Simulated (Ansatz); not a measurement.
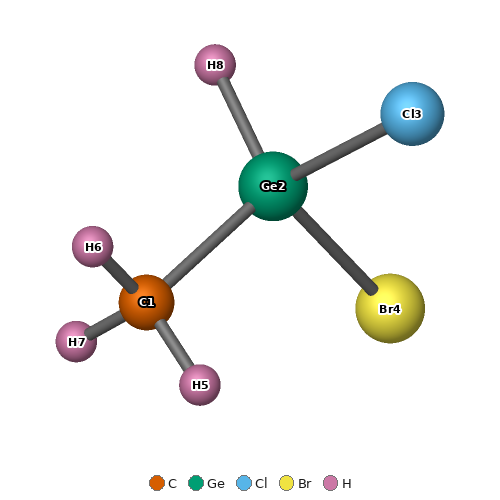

The system is CH₄BrClGe, SMILES [CH3][GeH]([Cl])[Br]; the picture shows the reference structure. Coordinates scanned: (1) bond length Ge2–Br4; (2) bond length Ge2–H8. Nothing is relaxed (all other coordinates rigid). Grid: 15 × 15 points. Energies are in eV, from the lowest grid point. The reference is spin-restricted, which grows unreliable where a bond is stretched far. Theory: RKS B3LYP-D4/def2-SVP (Ansatz 0.2.0).

Its coordinates:

```xyz
8

C    -0.5005    0.8554    0.4600
Ge    0.4396   -0.5497   -0.5049
Cl    2.2402   -1.0646    0.6030
Br   -0.9231   -2.4344   -0.5997
H    -0.7523    0.4954    1.4671
H     0.1453    1.7425    0.5391
H    -1.4247    1.1156   -0.0767
H     0.8677   -0.2172   -1.9436
```

Range: bond length Ge2–Br4 from 1.909 to 3.491 Å; bond length Ge2–H8 from 1.261 to 2.306 Å.

**What landscape does the calculation give?**

The lowest grid point is at bond length Ge2–Br4 = 2.361 Å, bond length Ge2–H8 = 1.559 Å. It is the only kind of minimum in the scanned range. The highest grid point, bond length Ge2–Br4 = 3.491 Å, bond length Ge2–H8 = 2.306 Å, lies 4.14 eV above the lowest. Round the minimum the two coordinates are nearly uncoupled.

```
bond length Ge2–H8 ↓, bond length Ge2–Br4 →  1.909  2.022  2.135  2.248  2.361  2.474  2.587  2.700  2.813  2.926  3.039  3.152  3.265  3.378  3.491
                                      2.306   3.93   2.76   2.15   1.90   1.86   1.97   2.17   2.41   2.67   2.94   3.20   3.46   3.70   3.93   4.14
                                      2.231   3.71   2.55   1.93   1.67   1.64   1.75   1.95   2.19   2.45   2.72   2.98   3.24   3.49   3.72   3.93
                                      2.157   3.49   2.32   1.71   1.45   1.42   1.53   1.72   1.97   2.23   2.50   2.77   3.03   3.27   3.50   3.72
                                      2.082   3.27   2.10   1.48   1.22   1.19   1.30   1.50   1.74   2.00   2.27   2.54   2.80   3.05   3.28   3.50
                                      2.007   3.05   1.87   1.25   0.99   0.96   1.07   1.27   1.51   1.78   2.05   2.32   2.58   2.83   3.06   3.28
                                      1.933   2.84   1.66   1.04   0.77   0.74   0.85   1.05   1.29   1.56   1.84   2.11   2.37   2.62   2.85   3.07
                                      1.858   2.64   1.46   0.84   0.57   0.53   0.64   0.84   1.09   1.36   1.63   1.91   2.17   2.42   2.65   2.87
                                      1.783   2.46   1.28   0.65   0.38   0.35   0.46   0.65   0.90   1.16   1.44   1.72   1.99   2.24   2.47   2.69
                                      1.709   2.31   1.12   0.49   0.23   0.19   0.30   0.49   0.73   1.00   1.28   1.56   1.82   2.08   2.32   2.54
                                      1.634   2.20   1.01   0.37   0.10   0.06   0.17   0.37   0.61   0.88   1.16   1.43   1.70   1.96   2.20   2.42
                                      1.559   2.15   0.95   0.31   0.04   0.00   0.11   0.30   0.55   0.82   1.09   1.37   1.64   1.90   2.14   2.36
                                      1.485   2.18   0.97   0.33   0.06   0.02   0.13   0.33   0.57   0.84   1.12   1.39   1.66   1.92   2.16   2.39
                                      1.410   2.33   1.12   0.48   0.20   0.16   0.27   0.47   0.71   0.98   1.26   1.54   1.81   2.06   2.31   2.53
                                      1.335   2.64   1.43   0.79   0.51   0.47   0.58   0.77   1.02   1.29   1.57   1.85   2.12   2.37   2.62   2.84
                                      1.261   3.17   1.96   1.31   1.03   0.99   1.10   1.29   1.54   1.81   2.09   2.37   2.64   2.90   3.14   3.37
```

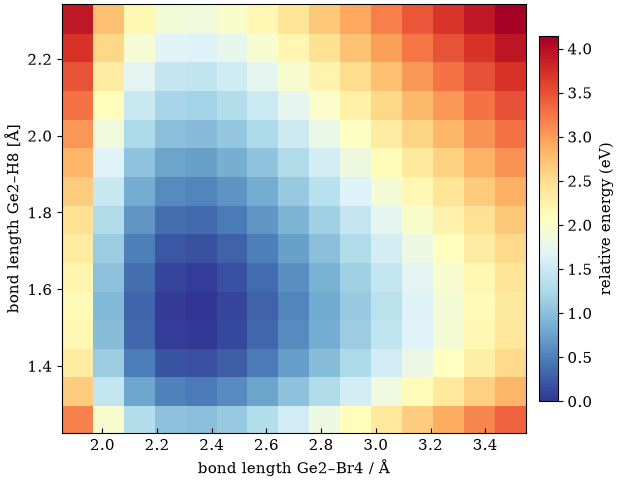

In the figure: one coloured cell a grid point.

The whole map (225 points run) took 9.6 min on 1 thread of AMD EPYC 9R45 96-Core Processor (Zen 5), on a shared host.
